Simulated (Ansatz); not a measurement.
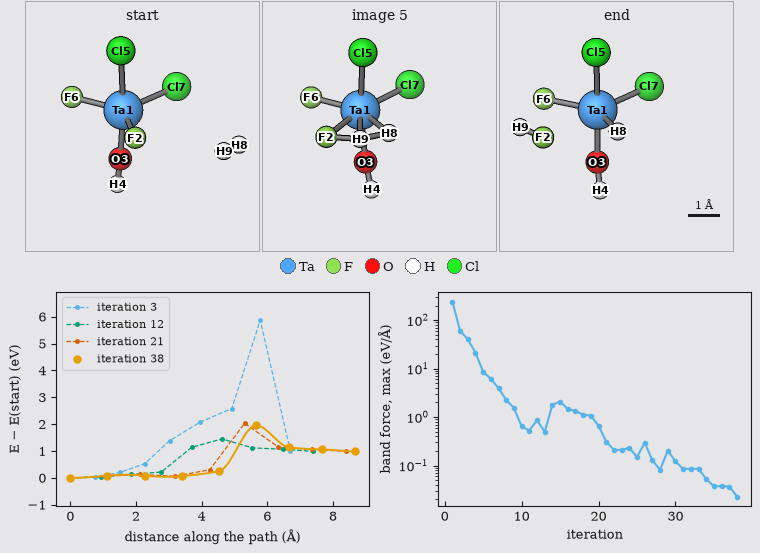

NEB run on TaH3OCl2F2, made up at the start of TaHOCl2F2 and H2. Images are numbered from 0 (start) to 8 (end). The plot follows the band through its iterations. A ball-and-stick model, seen at a tilt.

These are results of RHF/def2-SVP (Ansatz 0.2.0), not measurements. Run with 7 movable images; climbing image; force threshold 0.03 eV/Å; iteration limit 60; starting path through a guess of the saddle point.

Judge this run.

The run is converged, with reservations. The band converged in 38 iterations. The largest component of the band force went from 240 to 0.023 eV/Å. The climbing image converged on the top of the path. Its vibrational analysis gives one imaginary mode (1550i cm⁻¹), as a transition state must have. The first iteration put the highest image at 36.65 eV. The energy climbs by 1.95 eV to image 5 and then falls by 0.97 eV, so the end point sits at +0.99 eV.

Limits of the set-up: the start holds two separate molecules, 3.0 Å apart at their closest, whose relative position is a soft coordinate and is computed without a dispersion correction; Hartree-Fock leaves out electron correlation.

The run took 8.4 min on 2 threads of Arm Neoverse V2, on a shared host, peak memory 0.33 GiB.
